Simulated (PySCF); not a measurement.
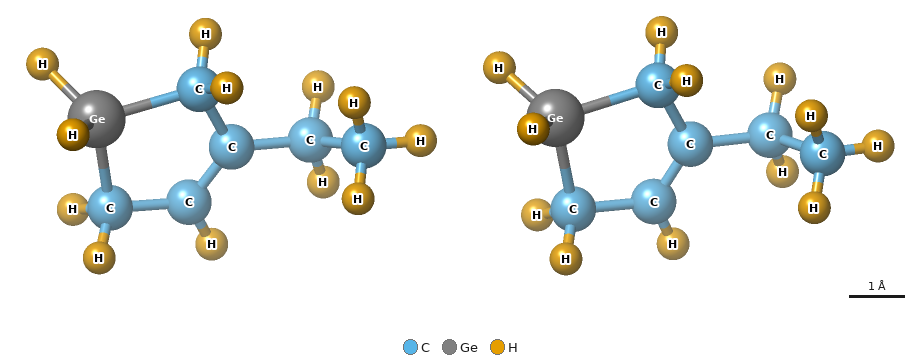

Two geometries of C$_{6}$H$_{12}$Ge, drawn at one scale. One is the start of a relaxation, the other its converged end. Style: ball-and-stick. Shown at a tilt.

Level of theory: PySCF, PBE0-D3(BJ)/def2-SVP geometry optimisation, gas phase. 

Which geometry has the lower energy?

The left one is the relaxed one. The start comes from GFN2-xTB. Its atoms were then displaced at random by about 0.01 Å. An H atom moves most after the best rigid fit: 0.27 Å. By element the largest moves are H 0.27 Å, C 0.15 Å, Ge 0.03 Å. Some distances before and after: C–H 1.047 → 1.097 Å, C–C 1.299 → 1.346 Å, Ge–H 1.503 → 1.541 Å, C–H 1.067 → 1.101 Å. Bond angles that change, for instance: C–C–H 125.4° → 119.4°, C–C–H 114.6° → 118.9°, C–C–C 122.2° → 118.9°. The energy falls by 7.00 kcal/mol in 8 geometry steps.
